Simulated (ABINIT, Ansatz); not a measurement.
# Ruthenium (P6_3/mmc): phonons by linear response, part 3 of 4

Aim: the phonon dispersion of Ruthenium (P6_3/mmc), checked by a second program.

ABINIT 10.8.3; DFT PBEsol, scalar-relativistic, plane waves, PseudoDojo norm-conserving pseudopotentials.

So far. Step 4 (Self-consistent run for the response): The cell stands at -0.97 GPa: the relaxation ran with a smoothed and higher cutoff, and the difference is a stress of the finite basis. Step 5 (Zone-centre response): The acoustic modes at Γ come out as far as 4.6 cm⁻¹ from zero, where they should vanish, a small numerical error. The relaxed cell has a = 2.690, c = 4.258 Å (conventional setting).

## 7. Dispersion

anaddb transforms the dynamical matrices to force constants and back along the path; points of the mesh come back as solved, but for the sum rule and, in polar crystals, the LO-TO term at Γ; the rest is interpolation.

anaddb.abi reads:

```
ddb_filepath "all_DDB"
output_file "anaddb.abo"
outdata_prefix "anaddb"
ifcflag 1
ngqpt 3 3 2
nqshft 1
q1shft 0.0 0.0 0.0
asr 1
chneut 0
dipdip 0
dipquad 0
quadquad 0
enunit 0
eivec 0
nph1l 93
qph1l 
    0.0 0.0 0.0 1.0
    0.05 0.0 0.0 1.0
    0.1 0.0 0.0 1.0
    0.15 0.0 0.0 1.0
    0.2 0.0 0.0 1.0
    0.25 0.0 0.0 1.0
    0.3 0.0 0.0 1.0
    0.35 0.0 0.0 1.0
    0.4 0.0 0.0 1.0
    0.45 0.0 0.0 1.0
    0.5 0.0 0.0 1.0
    0.48333333 0.03333333 0.0 1.0
    0.46666667 0.06666667 0.0 1.0
    0.45 0.1 0.0 1.0
    0.43333333 0.13333333 0.0 1.0
    0.41666667 0.16666667 0.0 1.0
    0.4 0.2 0.0 1.0
    0.38333333 0.23333333 0.0 1.0
    0.36666667 0.26666667 0.0 1.0
    0.35 0.3 0.0 1.0
    0.33333333 0.33333333 0.0 1.0
    0.3 0.3 0.0 1.0
    0.26666667 0.26666667 0.0 1.0
    0.23333333 0.23333333 0.0 1.0
    0.2 0.2 0.0 1.0
    0.16666667 0.16666667 0.0 1.0
    0.13333333 0.13333333 0.0 1.0
    0.1 0.1 0.0 1.0
    0.06666667 0.06666667 0.0 1.0
    0.03333333 0.03333333 0.0 1.0
    0.0 0.0 0.0 1.0
    0.0 0.0 0.05 1.0
    0.0 0.0 0.1 1.0
    0.0 0.0 0.15 1.0
    0.0 0.0 0.2 1.0
    0.0 0.0 0.25 1.0
    0.0 0.0 0.3 1.0
    0.0 0.0 0.35 1.0
    0.0 0.0 0.4 1.0
    0.0 0.0 0.45 1.0
    0.0 0.0 0.5 1.0
    0.05 0.0 0.5 1.0
    0.1 0.0 0.5 1.0
    0.15 0.0 0.5 1.0
    0.2 0.0 0.5 1.0
    0.25 0.0 0.5 1.0
    0.3 0.0 0.5 1.0
    0.35 0.0 0.5 1.0
    0.4 0.0 0.5 1.0
    0.45 0.0 0.5 1.0
    0.5 0.0 0.5 1.0
    0.48333333 0.03333333 0.5 1.0
    0.46666667 0.06666667 0.5 1.0
    0.45 0.1 0.5 1.0
    0.43333333 0.13333333 0.5 1.0
    0.41666667 0.16666667 0.5 1.0
    0.4 0.2 0.5 1.0
    0.38333333 0.23333333 0.5 1.0
    0.36666667 0.26666667 0.5 1.0
    0.35 0.3 0.5 1.0
    0.33333333 0.33333333 0.5 1.0
    0.3 0.3 0.5 1.0
    0.26666667 0.26666667 0.5 1.0
    0.23333333 0.23333333 0.5 1.0
    0.2 0.2 0.5 1.0
    0.16666667 0.16666667 0.5 1.0
    0.13333333 0.13333333 0.5 1.0
    0.1 0.1 0.5 1.0
    0.06666667 0.06666667 0.5 1.0
    0.03333333 0.03333333 0.5 1.0
    0.0 0.0 0.5 1.0
    0.5 0.0 0.5 1.0
    0.5 0.0 0.45 1.0
    0.5 0.0 0.4 1.0
    0.5 0.0 0.35 1.0
    0.5 0.0 0.3 1.0
    0.5 0.0 0.25 1.0
    0.5 0.0 0.2 1.0
    0.5 0.0 0.15 1.0
    0.5 0.0 0.1 1.0
    0.5 0.0 0.05 1.0
    0.5 0.0 0.0 1.0
    0.33333333 0.33333333 0.5 1.0
    0.33333333 0.33333333 0.45 1.0
    0.33333333 0.33333333 0.4 1.0
    0.33333333 0.33333333 0.35 1.0
    0.33333333 0.33333333 0.3 1.0
    0.33333333 0.33333333 0.25 1.0
    0.33333333 0.33333333 0.2 1.0
    0.33333333 0.33333333 0.15 1.0
    0.33333333 0.33333333 0.1 1.0
    0.33333333 0.33333333 0.05 1.0
    0.33333333 0.33333333 0.0 1.0
```

mrgddb.in reads:

```
all_DDB
merged
6
dfpt_gammao_DDB
dfpt_qo_DS1_DDB
dfpt_qo_DS2_DDB
dfpt_qo_DS3_DDB
dfpt_qo_DS4_DDB
dfpt_qo_DS5_DDB
```

Command:

```sh
$ mrgddb < mrgddb.in > mrgddb.log
$ OMP_NUM_THREADS=1 anaddb anaddb.abi > anaddb.log
```

anaddb.abo, the main output file:

```text
[banners, grids, parts of the stress and lines that vanish by symmetry left out]
-outvars_anaddb: echo values of input variables ----------------------

 Flags :
[...]
Phonon wavevector (reduced coordinates) :  0.00000  0.00000  0.00000
 Phonon energies in Hartree :
[...]
Phonon frequencies in cm-1    :
-  0.000000E+00  0.000000E+00  0.000000E+00  1.984738E+02  1.984738E+02
-  2.687219E+02
[...]
Phonon wavevector (reduced coordinates) :  0.05000  0.00000  0.00000
 Phonon energies in Hartree :
[...]
Phonon frequencies in cm-1    :
-  2.729180E+01  2.951686E+01  4.304281E+01  1.996348E+02  2.003646E+02
-  2.670237E+02
[...]
Phonon wavevector (reduced coordinates) :  0.10000  0.00000  0.00000
 Phonon energies in Hartree :
[...]
Phonon frequencies in cm-1    :
-  5.354737E+01  5.801388E+01  8.465171E+01  2.028663E+02  2.057137E+02
-  2.620667E+02
[...]
Phonon wavevector (reduced coordinates) :  0.15000  0.00000  0.00000
 Phonon energies in Hartree :
[...]
Phonon frequencies in cm-1    :
-  7.781452E+01  8.455665E+01  1.234975E+02  2.075148E+02  2.136701E+02
-  2.542557E+02
[...]
Phonon wavevector (reduced coordinates) :  0.20000  0.00000  0.00000
 Phonon energies in Hartree :
[...]
Phonon frequencies in cm-1    :
-  9.930175E+01  1.083744E+02  1.584466E+02  2.127616E+02  2.231249E+02
-  2.442385E+02
[...]
Phonon wavevector (reduced coordinates) :  0.25000  0.00000  0.00000
 Phonon energies in Hartree :
[...]
Phonon frequencies in cm-1    :
-  1.174408E+02  1.289248E+02  1.886240E+02  2.178650E+02  2.328602E+02
-  2.329760E+02
  Phonon wavevector (reduced coordinates) :  0.30000  0.00000  0.00000
 Phonon energies in Hartree :
[...]
Phonon frequencies in cm-1    :
-  1.319284E+02  1.459409E+02  2.134371E+02  2.210849E+02  2.223063E+02
-  2.422949E+02
  Phonon wavevector (reduced coordinates) :  0.35000  0.00000  0.00000
 Phonon energies in Hartree :
[...]
Phonon frequencies in cm-1    :
-  1.427359E+02  1.594628E+02  2.098725E+02  2.258155E+02  2.325472E+02
-  2.503949E+02
  Phonon wavevector (reduced coordinates) :  0.40000  0.00000  0.00000
 Phonon energies in Hartree :
[...]
Phonon frequencies in cm-1    :
-  1.500694E+02  1.698661E+02  1.999890E+02  2.283066E+02  2.458023E+02
-  2.568320E+02
  Phonon wavevector (reduced coordinates) :  0.45000  0.00000  0.00000
 Phonon energies in Hartree :
[...]
Phonon frequencies in cm-1    :
-  1.542632E+02  1.779060E+02  1.917474E+02  2.297844E+02  2.532937E+02
-  2.612265E+02
  Phonon wavevector (reduced coordinates) :  0.50000  0.00000  0.00000
 Phonon energies in Hartree :
[...]
Phonon frequencies in cm-1    :
-  1.556206E+02  1.844904E+02  1.850032E+02  2.302734E+02  2.556297E+02
-  2.628607E+02
  Phonon wavevector (reduced coordinates) :  0.48333  0.03333  0.00000
 Phonon energies in Hartree :
[...]
Phonon frequencies in cm-1    :
-  1.566219E+02  1.844083E+02  1.849665E+02  2.298685E+02  2.551572E+02
-  2.631597E+02
  Phonon wavevector (reduced coordinates) :  0.46667  0.06667  0.00000
 Phonon energies in Hartree :
[...]
Phonon frequencies in cm-1    :
-  1.595519E+02  1.841689E+02  1.848603E+02  2.287304E+02  2.537522E+02
-  2.639945E+02
  Phonon wavevector (reduced coordinates) :  0.45000  0.10000  0.00000
 Phonon energies in Hartree :
[...]
Phonon frequencies in cm-1    :
-  1.642025E+02  1.837930E+02  1.846945E+02  2.270515E+02  2.514523E+02
-  2.652143E+02
[...]
Phonon wavevector (reduced coordinates) :  0.10000  0.00000  0.50000
 Phonon energies in Hartree :
[...]
Phonon frequencies in cm-1    :
-  1.449125E+02  1.449125E+02  1.499063E+02  1.499063E+02  2.239308E+02
-  2.239308E+02
  Phonon wavevector (reduced coordinates) :  0.15000  0.00000  0.50000
 Phonon energies in Hartree :
[...]
Phonon frequencies in cm-1    :
-  1.501013E+02  1.501013E+02  1.602238E+02  1.602238E+02  2.326829E+02
-  2.326829E+02
  Phonon wavevector (reduced coordinates) :  0.20000  0.00000  0.50000
 Phonon energies in Hartree :
[...]
Phonon frequencies in cm-1    :
-  1.559895E+02  1.559895E+02  1.713695E+02  1.713695E+02  2.431124E+02
-  2.431124E+02
  Phonon wavevector (reduced coordinates) :  0.25000  0.00000  0.50000
 Phonon energies in Hartree :
[...]
Phonon frequencies in cm-1    :
-  1.622388E+02  1.622388E+02  1.817318E+02  1.817318E+02  2.536791E+02
-  2.536791E+02
  Phonon wavevector (reduced coordinates) :  0.30000  0.00000  0.50000
 Phonon energies in Hartree :
[...]
Phonon frequencies in cm-1    :
-  1.685765E+02  1.685765E+02  1.903284E+02  1.903284E+02  2.630982E+02
-  2.630982E+02
  Phonon wavevector (reduced coordinates) :  0.35000  0.00000  0.50000
 Phonon energies in Hartree :
[...]
Phonon frequencies in cm-1    :
-  1.745601E+02  1.745601E+02  1.967616E+02  1.967616E+02  2.705826E+02
-  2.705826E+02
[...]
Phonon wavevector (reduced coordinates) :  0.33333  0.33333  0.05000
 Phonon energies in Hartree :
[...]
Phonon frequencies in cm-1    :
-  1.824580E+02  1.824580E+02  2.163900E+02  2.163900E+02  2.181850E+02
-  2.725323E+02
  Phonon wavevector (reduced coordinates) :  0.33333  0.33333  0.00000
 Phonon energies in Hartree :
[...]
Phonon frequencies in cm-1    :
-  1.822096E+02  1.822096E+02  2.158622E+02  2.158622E+02  2.178016E+02
-  2.728354E+02
-
```

The job ended after 0.59 s (1 thread of Arm Neoverse V2, shared host).

Read from the output:

| Quantity | Value |
| --- | --- |
| lowest frequency on the path | 0 cm⁻¹ |

Anaddb. Phonon branches along the path, in cm⁻¹:

| point | branch 1 | branch 2 | branch 3 | branch 4 | branch 5 | branch 6 |
| --- | --- | --- | --- | --- | --- | --- |
| Γ | 0 | 0 | 0 | 198 | 198 | 269 |
| M | 156 | 184 | 185 | 230 | 256 | 263 |
| K | 182 | 182 | 216 | 216 | 218 | 273 |
| Γ | 0 | 0 | 0 | 198 | 198 | 269 |
| A | 140 | 140 | 140 | 140 | 216 | 216 |
| L | 184 | 184 | 204 | 204 | 280 | 280 |
| H | 185 | 185 | 242 | 242 | 247 | 247 |
| A | 140 | 140 | 140 | 140 | 216 | 216 |
| jump to L | 184 | 184 | 204 | 204 | 280 | 280 |
| M | 156 | 184 | 185 | 230 | 256 | 263 |
| jump to H | 185 | 185 | 242 | 242 | 247 | 247 |
| K | 182 | 182 | 216 | 216 | 218 | 273 |

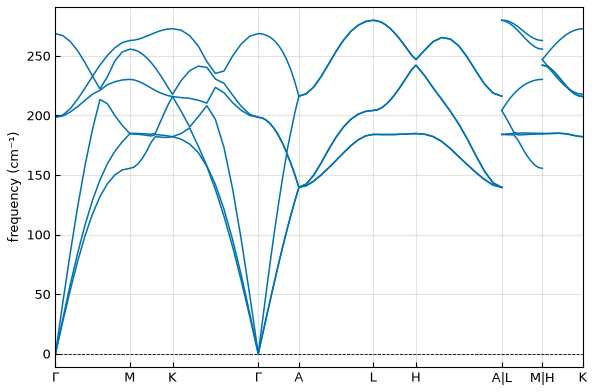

Phonon branches along the path.

All branches are real along the path.

## 8. Sums over the zone

Sums over the zone need many more wavevectors than were solved, so the interpolation is sampled on a dense mesh.

anaddb.abi reads:

```
ddb_filepath "all_DDB"
output_file "anaddb.abo"
outdata_prefix "anaddb"
ifcflag 1
ngqpt 3 3 2
nqshft 1
q1shft 0.0 0.0 0.0
asr 1
chneut 0
dipdip 0
dipquad 0
quadquad 0
prtdos 2
ng2qpt 19 19 11
dosdeltae 4.5563e-06
ntemper 11
temperinc 100.0
tempermin 0.0
```

Command:

```sh
$ OMP_NUM_THREADS=1 anaddb anaddb.abi > anaddb.log
```

anaddb.abo, the main output file:

```text
-outvars_anaddb: echo values of input variables ----------------------

 Flags :
     ifcflag         1
 Miscellaneous information :
         asr         1
      chneut         0
 Interatomic Force Constants Inputs :
      dipdip         0
     dipquad         0
    quadquad         0
      ifcana         0
      ifcout         0
 Description of grid 1 :
        brav         1
       ngqpt         3         3         2
      nqshft         1
      q1shft
                     0.00000000E+00  0.00000000E+00  0.00000000E+00
 Phonon DOS information :
   dosdeltae  4.55630000E-06
    dossmear  4.55633525E-06
 Description of grid 2 (Fourier interp. or BZ sampling):
      ng2qpt        19        19        11
      ngrids         4
      q2shft         0.00000000E+00  0.00000000E+00  0.00000000E+00

================================================================================

 read the DDB information and perform some checks

  ==== Info on the Cryst% object ====
 Real(R)+Recip(G) space primitive vectors, cartesian coordinates (Bohr,Bohr^-1):
 R(1)=  5.0842524  0.0000000  0.0000000  G(1)=  0.1966858  0.1135566  0.0000000
 R(2)= -2.5421262  4.4030917  0.0000000  G(2)=  0.0000000  0.2271131  0.0000000
 R(3)=  0.0000000  0.0000000  8.0466726  G(3)=  0.0000000  0.0000000  0.1242750
 Unit cell volume ucvol=  1.8013627E+02 bohr^3
 Angles (23,13,12)=  9.00000000E+01  9.00000000E+01  1.20000000E+02 degrees
 Time-reversal symmetry is present
 Reduced atomic positions [iatom, xred, symbol]:
    1)    0.3333333  0.6666667  0.2500000  Ru
    2)    0.6666667  0.3333333  0.7500000  Ru

 DDB file with 6 blocks has been read.

================================================================================

 Calculation of the interatomic forces

       Homogeneous q point set in the B.Z.
 Grid q points  :       18
  1)   0.00000000E+00  0.00000000E+00  0.00000000E+00
  2)   3.33333333E-01  0.00000000E+00  0.00000000E+00
  3)  -3.33333333E-01  0.00000000E+00  0.00000000E+00
  4)   0.00000000E+00  3.33333333E-01  0.00000000E+00
  5)   3.33333333E-01  3.33333333E-01  0.00000000E+00
  6)  -3.33333333E-01  3.33333333E-01  0.00000000E+00
  7)   0.00000000E+00 -3.33333333E-01  0.00000000E+00
  8)   3.33333333E-01 -3.33333333E-01  0.00000000E+00
  9)  -3.33333333E-01 -3.33333333E-01  0.00000000E+00
 10)   0.00000000E+00  0.00000000E+00  5.00000000E-01
 11)   3.33333333E-01  0.00000000E+00  5.00000000E-01
 12)  -3.33333333E-01  0.00000000E+00  5.00000000E-01
 13)   0.00000000E+00  3.33333333E-01  5.00000000E-01
 14)   3.33333333E-01  3.33333333E-01  5.00000000E-01
 15)  -3.33333333E-01  3.33333333E-01  5.00000000E-01
 16)   0.00000000E+00 -3.33333333E-01  5.00000000E-01
 17)   3.33333333E-01 -3.33333333E-01  5.00000000E-01
 18)  -3.33333333E-01 -3.33333333E-01  5.00000000E-01

 The interatomic forces have been obtained

================================================================================

 Calculation of phonon density of states

 Average speed of sound partial sums:     0.1989364108E-02 (at units)
-                                   =           4.3521 [km/s]

 Debye frequency from partial sums:     0.1372980020E-02 (Ha)
-                                 =     0.9033774558E+01 (THz)
-Debye temperature from partial sums:     0.4335527997E+03 (K)

 Average speed of sound:     0.2071343320E-02 (at units)
-                      =           4.5315 [km/s]

 Debye frequency from DOS:     0.1429558813E-02 (Ha)
-                        =     0.9406045135E+01 (THz)
-Debye temperature from DOS:     0.4514189696E+03 (K)

-
```

Run time: 0.72 s. Hardware: 1 thread.

Numbers from this step:

```
share of modes beyond 3i cm⁻¹ on the dense interpolated mesh : 0
zero-point energy per atom                                   : 37.86 meV
heat capacity at 300 K                                       : 22.98 J/(mol atoms K)
vibrational entropy at 300 K                                 : 27.28 J/(mol atoms K)
```

The phonon density of states has structure finer than the step of the table below, so its rows give means over 20 cm⁻¹, whole bins alone (the curve runs from -30 to 302 cm⁻¹). Peaks (cm⁻¹: height): 184.0: 0.104, 224.0: 0.0541, 266.0: 0.0720.

Tetrahedra. Table of phonon density of states by wavenumber; means over each step:

| wavenumber (cm⁻¹) | phonon density of states (1/cm⁻¹/cell) |
| --- | --- |
| 0 | 3.0e-6 |
| 20 | 8.5e-5 |
| 40 | 5.2e-4 |
| 60 | 0.00131 |
| 80 | 0.00255 |
| 100 | 0.00452 |
| 120 | 0.00775 |
| 140 | 0.0138 |
| 160 | 0.0280 |
| 180 | 0.0633 |
| 200 | 0.0434 |
| 220 | 0.0455 |
| 240 | 0.0235 |
| 260 | 0.0555 |
| 280 | 0.00996 |

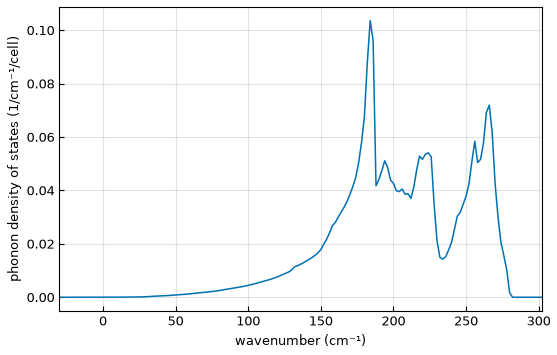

Phonon density of states, plotted against wavenumber.

Harmonic thermodynamic functions per atom, summed over the density of states scaled to three modes an atom; melting is ignored. Thermodynamic functions:

| T (K) | F_vib (meV/atom) | S (J/mol-atom/K) | C_V (J/mol-atom/K) |
| --- | --- | --- | --- |
| 0 | 37.86 | 0 | 0 |
| 50 | 37.75 | 0.957 | 3.291 |
| 100 | 35.99 | 6.338 | 12.91 |
| 200 | 22.95 | 18.35 | 20.82 |
| 300 | -0.93 | 27.28 | 22.98 |
| 400 | -32.85 | 34.02 | 23.81 |
| 500 | -70.98 | 39.38 | 24.21 |
| 600 | -114.2 | 43.82 | 24.43 |
| 700 | -161.6 | 47.6 | 24.57 |
| 800 | -212.7 | 50.88 | 24.65 |
| 900 | -266.9 | 53.79 | 24.71 |
| 1000 | -324.1 | 56.4 | 24.76 |

At 300 K the heat capacity has reached 92 % of the Dulong-Petit value.

[end of part 3 of 4]

[Host names and launcher messages were left out of these logs when they were recorded.]

[Logs are printed without paths, hosts, clocks, repeated set-up lines and the standing remarks that a program may print on its own settings, such as how far it seeks lower states.]

[Hosts, paths, dates, database ids (printed as entryN), source tags and the programs' standing remarks are cut or masked in the printed files.]
